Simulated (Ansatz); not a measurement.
## Electronic structure of SrCo3 in real space

```
CELL_PARAMETERS angstrom
4.00683 0.00000 0.00000
0.00000 4.00683 0.00000
0.00000 0.00000 8.01365
ATOMIC_POSITIONS crystal
Sr 0.00000 0.00000 0.00000
Co 0.00000 0.50000 0.25000
Co 0.50000 0.50000 0.00000
Co 0.50000 0.00000 0.25000
Sr 0.00000 0.00000 0.50000
Co 0.00000 0.50000 0.75000
Co 0.50000 0.50000 0.50000
Co 0.50000 0.00000 0.75000
```

Space group Pm-3m; started from the AuCu3 prototype, which need not be the ambient phase; not relaxed (largest force 0.6 eV/Å); the SCF solution may not be the lowest one; the program warned that another magnetic order may lie lower; spin-polarised.

Method: Ansatz, DFT PBE, scalar-relativistic, plane waves, PAW.

In a PAW calculation such maps are meaningful between the atoms, not at the nuclei.

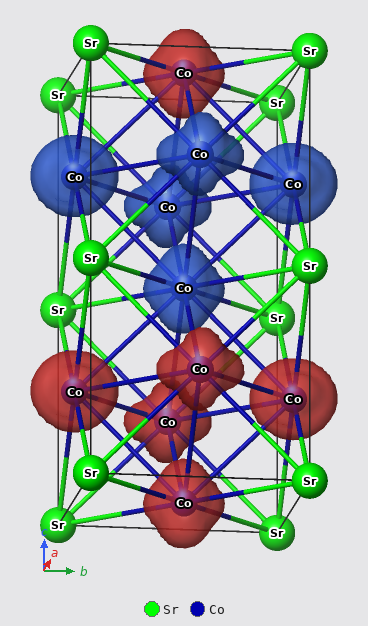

Figure 1. Isosurfaces of the spin density (up minus down) at +0.2 (red) and −0.2 e/Å³ (blue), seen at an oblique angle. Sticks mark near contacts.

Which atoms carry the moments, and with what signs?

Answer. The spin density sits on Co: +1.5 μB (×2), +1.3 μB, −1.3 μB and −1.5 μB (×2) in one cell of 8 atoms: antiferromagnetic in this solution, which needn't be the ground state, with some nearest magnetic neighbours parallel and some opposed. The cell of the calculation (8 atoms) carries 0.0 μB of net spin moment.

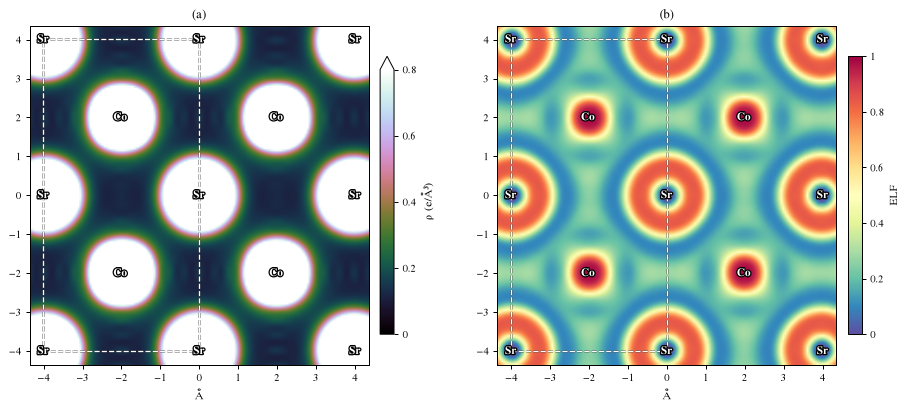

Figure 2. (a) valence electron density; (b) ELF on the (100) plane of the cell of the magnetic structure.

Describe what can be read from this map.

Answer. The section cuts through Sr and Co sites. Sr–Co (2.83 Å): the density is about 0.19 e/Å³ at the midpoint; the ELF is about 0.10 at the midpoint; no localised pair shows between them. Between the atoms the lowest density in this plane is 0.1 e/Å³. The features right at Sr and Co lie inside the PAW spheres, where the map follows smoothed inner orbitals and isn't to be read closely.
